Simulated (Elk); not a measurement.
# Cr (Chromium): spin-resolved bands and density of states

Wanted: the exchange-split electronic structure of Cr (Chromium).

Calculated with Elk 11.2.3 (patched build); PBE; all-electron APW+lo, Dirac cores, scalar-relativistic bands.

## (1) Set-up

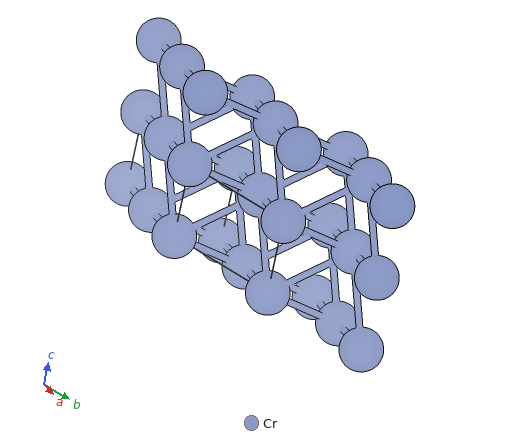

The starting structure, seen slightly off an axis (chromium light blue). 1×2×2 cells are drawn. Some periodic images of atoms are drawn too.

## (2) Ground-state run

Bands and densities of states are read from a converged potential, so the magnetic state comes first.

This is the lowest of the starts that converged (antiferro q=(1/2,1/2,1/2) +-). Its cell is doubled, so bands are folded, the special points are those of the doubled cell and densities of states count per doubled cell.

The last three numbers of an atom's line are a seed field in its sphere. It points against the wanted moment and shrinks by the factor reducebf each loop.

File elk.in:

```
tasks
  0

xctype
  20

reducebf
  0.5

epsengy
  1e-05

maxscl
  100

rgkmax
  7.0

nempty
  12

swidth
  0.003

lmaxi
  3

spinpol
  .true.

sppath
  './'

avec
  -5.44978117081 5.44978117081 5.44978117081
  0.00000000000 0.00000000000 5.44978117081
  0.00000000000 5.44978117081 0.00000000000

atoms
  1
  'Cr.in'
  2
  0.0000000000 0.0000000000 0.0000000000   0.000000 0.000000 -0.187500
  0.5000000000 0.0000000000 0.0000000000   0.000000 0.000000 0.187500

ngridk
  6 12 12
```

Launch:

```sh
$ OMP_NUM_THREADS=2 elk
```

Numbers of over 12 decimals in the logs are rounded to 6 here.

What it wrote:

```text
┌─────────────────────────┐
│ Elk code version 11.2.3 │
└─────────────────────────┘

All units are atomic (Hartree, Bohr, etc.)

┌─────────────────────────────────────────────────┐
│ Ground-state run starting from atomic densities │
└─────────────────────────────────────────────────┘

Lattice vectors :
  -5.449781171       5.449781171       5.449781171
   0.000000000       0.000000000       5.449781171
   0.000000000       5.449781171       0.000000000

Species : 1 (Cr)
 parameters loaded from : Cr.in
 name : chromium
 nuclear charge    :   -24.00000000
 electronic charge :    24.00000000
 atomic mass :    94783.09202
 muffin-tin radius :    2.334824469
 number of radial points in muffin-tin :    993
 inner part over the whole radius :   0.9938561239E-02
 number on inner part of muffin-tin    :    699
 approximate nuclear radius :   0.6987106690E-04
 number of mesh points to nuclear radius :    329
 atomic positions (lattice), magnetic fields (Cartesian) :
  1 :   0.00000000  0.00000000  0.00000000    0.00000000  0.00000000 -0.18750000
  2 :   0.50000000  0.00000000  0.00000000    0.00000000  0.00000000  0.18750000

Total number of atoms per unit cell :    2
Total muffin-tin volume :    106.6304675
 ratio of muffin-tin to unit cell volume :   0.6587856359

Spin treatment :
 spin-polarised
 global magnetic field (Cartesian) :    0.000000000       0.000000000       0.000000000
 collinear magnetisation in z-direction

Number of Bravais lattice symmetries :   48
Number of crystal symmetries         :   96
Crystal has inversion symmetry
Real symmetric eigensolver will be used

k-point grid :      6    12    12
k-point offset :    0.000000000       0.000000000       0.000000000
k-point set is reduced with full crystal symmetry group
Total number of k-points :       44

Muffin-tin radius times maximum |G+k| :    7.000000000
 using average radius
Maximum |G+k| for APW functions       :    2.998084049
Maximum (1/2)|G+k|²                   :    4.494253983
Maximum |G| for potential and density :    12.00000000
Constant for pseudocharge density :    7
 order of it for each species :   14
 order of it for pair densities of each species (exact exchange by exxq0 0: 14) :   10
Radial integration step length :    1

G-vector grid sizes :     40    21    21
Number of G-vectors :     4729

Maximum angular momentum used for
 APW functions            :    8
 outer part of muffin-tin :    6
 inner part of muffin-tin :    3

Number of empty states         :     24
Total number of valence states :     78
Total number of core states    :     20

Third-order local-orbitals added for an l without core states : T
Total number of local-orbitals :     46

Exchange-correlation functional :     20     0     0
 Perdew-Burke-Ernzerhof, Phys. Rev. Lett. 77, 3865 (1996)
 gradient requirement :    1
 generalised gradient approximation (GGA)

Smearing type :    3
 Fermi-Dirac
Smearing width :   0.3000000000E-02
Effective electronic temperature (K) :    947.3250744

Mixing type :    3
 Broyden mixing, J. Phys. A: Math. Gen. 17, L317 (1984)

Kohn-Sham potential initialised from atomic data

┌──────────────────────────────┐
│ Self-consistent loop started │
└──────────────────────────────┘

┌─────────────────┐
│ Loop number : 1 │
└─────────────────┘

Energies :
 Fermi                       :     0.321245
 sum of occupied eigenvalues :     -1220.8563376251
 electron kinetic            :      2115.8419533188
 core electron kinetic       :      1925.9804934808
 Coulomb                     :     -4121.0845275285
 Coulomb potential           :     -3224.8887003284
 nuclear-nuclear             :     -384.63901597461
 electron-nuclear            :     -4263.5711552273
 Hartree                     :      527.12564367336
 Madelung                    :     -2508.6401773643
 xc potential                :     -111.69206880638
 xc effective B-field        :    -0.76636576151810E-01
 external B-field            :      0.000000
 exchange                    :     -94.516563596785
 correlation                 :     -2.190613
 electron entropic           :    -0.53736341818376E-03
 total energy                :     -2101.9502884138
 (external B-field energy excluded from total)

Density of states at Fermi energy :    18.81501183
 (states/Hartree/unit cell)

Estimated indirect band gap :   0.4389202814E-02
 from k-point 6 to k-point 19
Estimated direct band gap   :   0.1958969327E-01
 at k-point 19

Charges :
 core                        :    20.00000000
 valence                     :    28.00000000
 interstitial                :    2.874968821
 muffin-tins (core leakage)
  species : 1 (Cr)
   atom 1                    :    22.56251559     ( -0.2218855180E-06)
   atom 2                    :    22.56251559     ( -0.2218855180E-06)
 total in muffin-tins        :    45.12503118
 total calculated charge     :    47.99995308
 total charge                :    48.00000000
 error                       :   0.4692123998E-04

Moments :
 interstitial                :  -0.3577838260E-18
 muffin-tins
  species : 1 (Cr)
   atom 1                    :    1.408440385
   atom 2                    :   -1.408440385
 total in muffin-tins        :  -0.4440892099E-15
 total moment                :  -0.4444469937E-15

[... earlier loops left out ...]

┌──────────────────┐
│ Loop number : 21 │
└──────────────────┘

Energies :
 Fermi                       :     0.373771
 sum of occupied eigenvalues :     -1220.8857828162
 electron kinetic            :      2125.8858831086
 core electron kinetic       :      1925.4950098540
 Coulomb                     :     -4130.0571342915
 Coulomb potential           :     -3220.1889526410
 nuclear-nuclear             :     -384.63901597461
 electron-nuclear            :     -4286.4769140343
 Hartree                     :      541.05879571738
 Madelung                    :     -2519.9626579710
 xc potential                :     -126.53148955985
 xc effective B-field        :    -0.51223684131570E-01
 external B-field            :      0.000000
 exchange                    :     -95.417366362627
 correlation                 :     -2.185800
 electron entropic           :    -0.54309748121517E-03
 total energy                :     -2101.7749601973
 (external B-field energy excluded from total)

Density of states at Fermi energy :    16.03923277
 (states/Hartree/unit cell)

Estimated indirect band gap :   0.6821171281E-02
 from k-point 25 to k-point 10
Estimated direct band gap   :   0.9239832752E-02
 at k-point 25

Charges :
 core                        :    20.00000000
 valence                     :    28.00000000
 interstitial                :    2.361485702
 muffin-tins (core leakage)
  species : 1 (Cr)
   atom 1                    :    22.81925715     ( -0.2218886870E-06)
   atom 2                    :    22.81925715     ( -0.2218886870E-06)
 total in muffin-tins        :    45.63851430
 total calculated charge     :    47.99998008
 total charge                :    48.00000000
 error                       :   0.1991991540E-04

Moments :
 interstitial                :  -0.1170041164E-17
 muffin-tins
  species : 1 (Cr)
   atom 1                    :    1.150631734
   atom 2                    :   -1.150631734
 total in muffin-tins        :    0.000000000
 total moment                :  -0.1170041164E-17

┌──────────────────────────────┐
│ Self-consistent loop stopped │
└──────────────────────────────┘

Wrote STATE.OUT
```

The job ended after 91 s (2 threads of Arm Neoverse V1, shared host; peak memory 0.14 GiB).

Spin moment in the muffin-tin sphere by atom:

```tsv
atom	spin moment in the muffin-tin sphere (μB)
Cr1	1.15
Cr2	-1.15
```

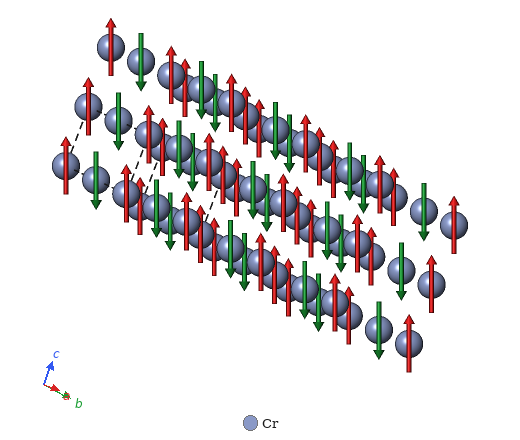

Spin moment in the muffin-tin sphere as arrows, the longest 1.15 μB. Up and down stand for the sign. Arrows give size and sign along the axis of quantisation, drawn up and down the page. The two directions have two colours. 2×3×2 cells are drawn. Some periodic images of atoms are drawn too.

This step gave:

| Quantity | Value |
| --- | --- |
| density of states at the Fermi level | 0.5894 states/eV/cell |
| moment between the spheres | 0 μB |
| magnetization | 0 μB |
| final state | antiferromagnetic |

## (3) Bands and density of states

The potential is kept. Point names follow a standard table for this cell's lattice and can differ from other conventions. The density of states is interpolated from the levels on the mesh (so its value at the Fermi level can differ from the smeared one of the ground-state run), and the bands are solved anew along a path of special points.

File elk.in:

```
tasks
  10
  20
  15

xctype
  20

reducebf
  0.5

epsengy
  1e-05

maxscl
  100

rgkmax
  7.0

nempty
  12

swidth
  0.003

lmaxi
  3

spinpol
  .true.

sppath
  './'

avec
  -5.44978117081 5.44978117081 5.44978117081
  0.00000000000 0.00000000000 5.44978117081
  0.00000000000 5.44978117081 0.00000000000

atoms
  1
  'Cr.in'
  2
  0.0000000000 0.0000000000 0.0000000000   0.000000 0.000000 -0.000187
  0.5000000000 0.0000000000 0.0000000000   0.000000 0.000000 0.000187

ngridk
  6 12 12

wplot
  300 60 1
  -0.35000 0.25000

plot1d
  7 84
  0.00000000 0.00000000 0.00000000
  0.50000000 0.00000000 0.50000000
  0.00000000 0.00000000 0.50000000
  0.00000000 0.00000000 0.00000000
  0.50000000 0.50000000 0.50000000
  0.50000000 0.00000000 0.50000000
  0.50000000 0.50000000 0.50000000
```

Launch:

```sh
$ OMP_NUM_THREADS=2 elk
```

What it wrote:

```text
┌─────────────────────────────────┐
│ Elk code version 11.2.3 started │
└─────────────────────────────────┘

Info(readinput): the functional depends on the density's gradient
 muffin-tin radial points multiplied by    2.00000
 (not where nrmtscf is given)

┌───────────────────┐
│ Current task : 10 │
└───────────────────┘
Info(checkmt): changed muffin-tin radius of species 1 (Cr) from   2.4000 to   2.3348

Info(writedos):
 Total density of states written to TDOS.OUT

 Partial density of states written to PDOS_Sss_Aaaaa.OUT
 for all species and atoms

 Spin-quantisation axis :    0.000000000       0.000000000       1.000000000

 Eigenvalues of a random matrix symmetrised with the site
 symmetries in the Yₗₘ basis written to ELMIREP.OUT for all
 species and atoms. Degenerate eigenvalues correspond to
 irreducible representations of each site symmetry group

 Interstitial density of states written to IDOS.OUT

 Fermi energy is at zero in plots

 DOS units are states/Hartree/unit cell

┌───────────────────┐
│ Current task : 20 │
└───────────────────┘

Info(bandstr):
 Band structure plot written to BAND.OUT

 Fermi energy is at zero in plot

 Vertex location lines written to BANDLINES.OUT

┌───────────────────┐
│ Current task : 15 │
└───────────────────┘

Info(writelsj):
 muffin-tin L, S and J expectation values written to LSJ.OUT

┌──────────────────┐
│ Elk code stopped │
└──────────────────┘
```

The job ended after 84 s (2 threads; peak memory 0.17 GiB).

The electronic bands at the labelled points (eV, zero at the Fermi level; # counts the bands kept):

```tsv
point	up #5	up #6	up #7	up #8	down #5	down #6	down #7	down #8
Γ	-0.88	-0.88	1.22	1.22	-0.88	-0.88	1.22	1.22
X	-0.82	-0.82	0.16	0.25	-0.82	-0.82	0.16	0.25
M	0.98	0.98	1.05	1.06	0.98	0.98	1.05	1.06
Γ	-0.88	-0.88	1.22	1.22	-0.88	-0.88	1.22	1.22
R	-1.85	-1.85	1.09	1.09	-1.85	-1.85	1.09	1.09
X	-0.82	-0.82	0.16	0.25	-0.82	-0.82	0.16	0.25
R	-1.85	-1.85	1.09	1.09	-1.85	-1.85	1.09	1.09
```

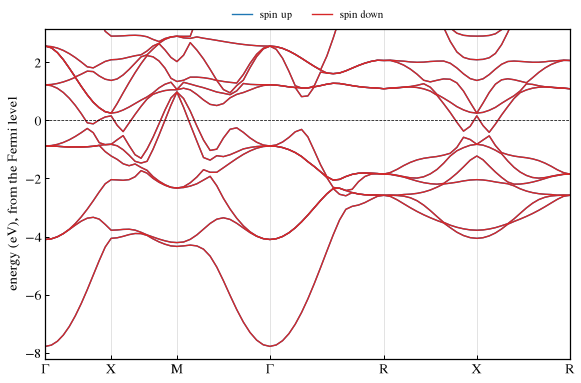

Electronic bands along the path; the two colours are the two spins.

The density of states has structure finer than the step of the table below, so its rows give means over 1 eV, whole bins alone (the curve runs from -9.52 to 6.75 eV). Peaks (eV: height): up = down -3.3: 1.87, -2.2: 2.56, -1.3: 2.64, 1.1: 3.91, 1.5: 3.02, 2.0: 2.33; Cr1 d up -3.3: 0.716, -2.2: 1.36, -1.3: 1.28, 1.1: 2.00, 1.5: 1.36; Cr1 d down -3.3: 0.454, -2.2: 0.710, -1.3: 0.745, 1.1: 1.70, 1.5: 1.44, 2.0: 1.74.

The density of states by energy, zero at the Fermi level; means over each step; values in states/eV/cell:

```tsv
energy (eV)	up = down	Cr1 d up	Cr1 d down
-9	0	0	0
-8	0.00155	0	0
-7	0.0542	2.8e-4	2.0e-4
-6	0.113	0.00285	0.00197
-5	0.223	0.0205	0.0127
-4	0.829	0.258	0.158
-3	1.12	0.457	0.286
-2	1.80	0.920	0.503
-1	1.65	0.805	0.434
0	0.426	0.192	0.143
1	2.49	1.04	1.27
2	1.69	0.511	1.07
3	0.449	0.139	0.237
4	0.352	0.0779	0.150
5	0.293	0.0625	0.0992
6	0.241	0.0483	0.0675
```

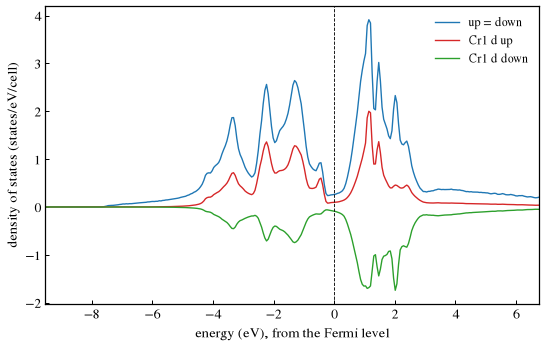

Density of states, plotted against energy. Down spins are drawn negative.

## (4) Results

| Item | Value |
| --- | --- |
| state | antiferromagnetic |
| largest moment | 1.15 μB |

Right at the Fermi level (the table gives means over its steps) the density of states is 0.26 states/eV a cell for spin up and 0.26 for spin down. Within the window shown, the centres of the Cr1 d states of the two spins lie 0.99 eV apart, a rough measure of the splitting of the spins. The state is the lowest of the starts that converged. These are Kohn–Sham levels without spin–orbit coupling.

[Logs and program files are shortened in this print: banners, set-up blocks, solver, clock and traceback lines can be left out without a mark of their own.]

[Logs are printed without paths, hosts, clocks, repeated set-up lines and the standing remarks that a program may print on its own settings, such as how far it seeks lower states.]

[Hosts, paths, dates, database ids (printed as entryN), source tags and the programs' standing remarks are cut or masked in the printed files.]

[Where a cell is said to come from a database of computed structures, the database is the Materials Project.]
